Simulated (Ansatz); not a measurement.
GaH$_{3}$O$_{3}$···HBr

The calculation's input:

```
crystal:
  periodic: [false, false, false]
  atoms:
    - { symbol: Ga, position_ang: [-0.4152, 0.1248, -0.3484] }
    - { symbol: Br, position_ang: [1.4159, -2.0076, -0.6251] }
    - { symbol: O, position_ang: [-0.4186, 1.1342, -1.7569] }
    - { symbol: O, position_ang: [-1.805, -0.3112, 0.601] }
    - { symbol: H, position_ang: [1.6101, -0.6539, 0.8237] }
    - { symbol: O, position_ang: [1.0955, 0.4366, 1.2149] }
    - { symbol: H, position_ang: [0.3963, 1.347, -2.2089] }
    - { symbol: H, position_ang: [-2.6657, -0.36, 0.1872] }
    - { symbol: H, position_ang: [0.7869, 0.2901, 2.1125] }
basis:
  gaussian: { orbitals: def2-SVP }
hamiltonian:
  xc: { name: BHLYP }
  dispersion: d4
relax:
  f_tol: 0.15
  max_steps: 25
  restrain:
    - { distance: [0, 5], at: 1.88, k: 30.0 }
    - { distance: [4, 1], at: 1.51, k: 30.0 }
    - { distance: [0, 1], at: 3.72, k: 30.0 }
    - { distance: [4, 5], at: 2.27, k: 30.0 }
output:
  orbitals: {}
```

Run with:

```sh
ansatz run input.yaml --threads 4 --pin off --max-ram 5120MiB --backend cpu --events-out ev --progress --plain --runs-dir out
```

The fields are those of the run's last geometry, not of the input's.

Not at a stationary point (largest force 1.3 eV/Å).

All numbers below come from RKS BHLYP-D4/def2-SVP (Ansatz).

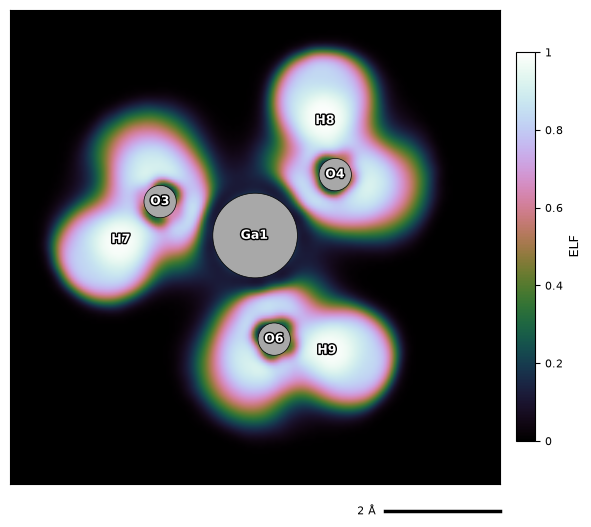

Figure 1. ELF on the plane of atoms O3, Ga1 and O6. Grey discs cover the atomic cores.

**What does the map show?**

- The section cuts through Ga, O and H sites.
- Ga–O (1.75 Å): the ELF peaks at about 0.85 in the valence shell of O, 0.6 Å from its nucleus, and is about 0.25 at the midpoint.
- O–H (0.95 Å): the ELF climbs to about 1 towards the hydrogen, as it does in any bond to H; a covalent bond by its length.
- Ga–O (1.84 Å): the ELF peaks at about 0.85 in the valence shell of O, 0.6 Å from its nucleus, and is about 0.25 at the midpoint.
- The ELF also peaks beside O6, O4 and O3, away from the bonds: lone-pair regions.

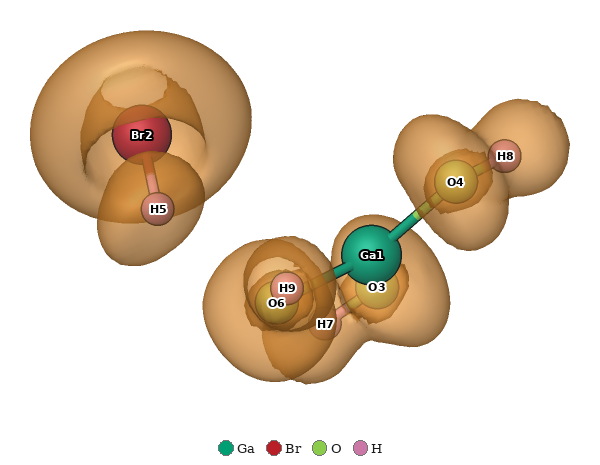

Figure 2. Isosurface of the ELF at 0.75 (orange), seen from one side. Core shells and regions of very low density are left out.

**Identify the bonds, lone pairs and shells in this picture.**

The ELF exceeds this value in one region around a hydrogen nucleus, one ring or bowl of non-bonding electrons around Br and three joined regions spread over several atoms (H, O), in which their bonds and any lone pairs are merged. Profiles from the grid: O6···H5 (2.26 Å): the ELF dips to about 0.05 between them.

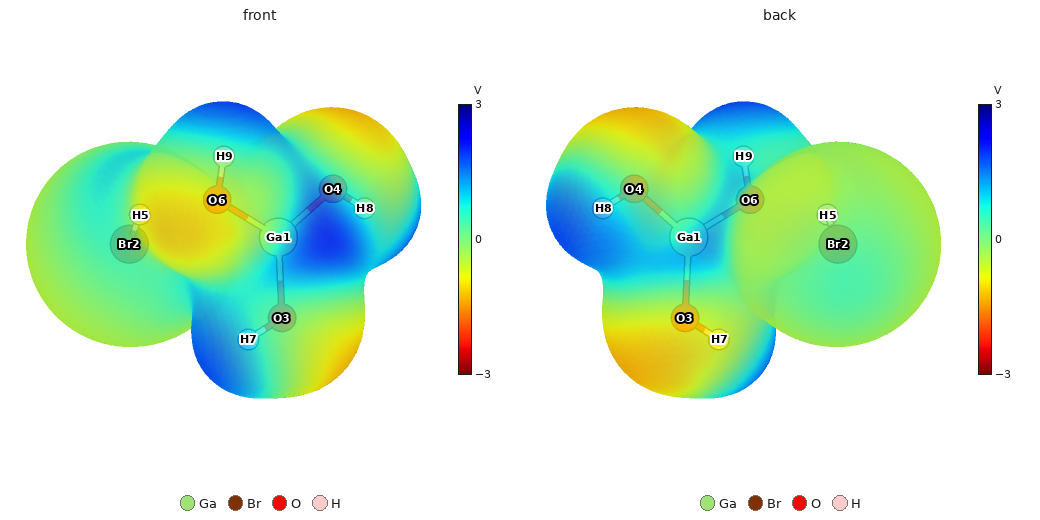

Figure 3. The electrostatic potential painted on the density surface at 0.001 e/bohr³, seen from the front and from behind; the colour scale runs from red (negative) to blue (positive).

**Which sites attract a positive test charge, and which a negative one?**

A positive charge is drawn to the negative regions and a negative charge to the positive ones. The most negative region (about −1.3 V) lies over O3 and O4, the most positive (about +2.0 V) over Ga1. Br2 shows a σ-hole: about +0.4 V at the tip opposite its bond, against about −0.3 V on its flanks.
